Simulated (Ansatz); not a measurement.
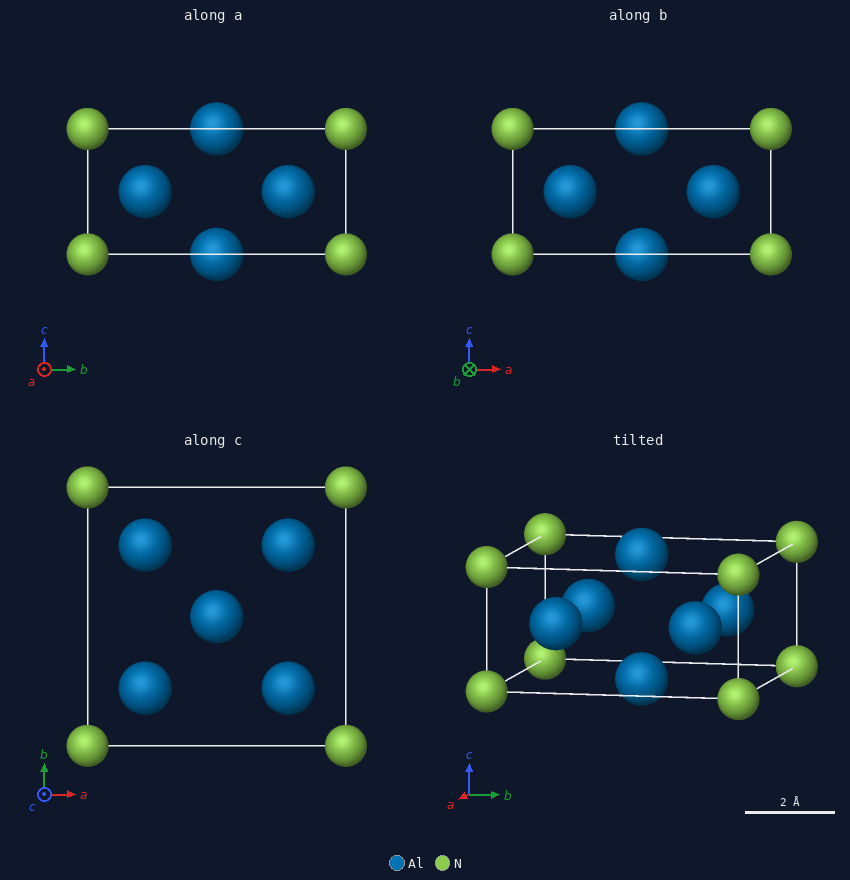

Crystal structure, spheres-only style, seen along the a axis, along the b axis, along the c axis and slightly off an axis. The edges of the conventional unit cell are marked.

Lattice parameters: a = 5.8694 Å, b = 5.8694 Å, c = 2.8507 Å, α = 90.000°, β = 90.000°, γ = 90.000°.

### Reconstruct the structure as a CIF in P1 with every atom of the cell, with free fractional coordinates to two decimals.

```cif
data_structure
_symmetry_space_group_name_H-M 'P 1'
_symmetry_Int_Tables_number 1
_cell_length_a 5.8694
_cell_length_b 5.8694
_cell_length_c 2.8507
_cell_angle_alpha 90.000
_cell_angle_beta 90.000
_cell_angle_gamma 90.000
_cell_volume 98.21
loop_
_atom_site_label
_atom_site_type_symbol
_atom_site_fract_x
_atom_site_fract_y
_atom_site_fract_z
_atom_site_occupancy
Al1 Al 0.78 0.78 0.50 1
Al2 Al 0.22 0.22 0.50 1
Al3 Al 0.22 0.78 0.50 1
Al4 Al 0.78 0.22 0.50 1
Al5 Al 0.50 0.50 0.00 1
N1 N 0.00 0.00 0.00 1
```

Starting structure: a random cell made by a generator, so it need not be a real form of the compound. This is the structure after a relaxation with DFT PBE, scalar-relativistic, plane waves, PAW (Ansatz 0.2.0).
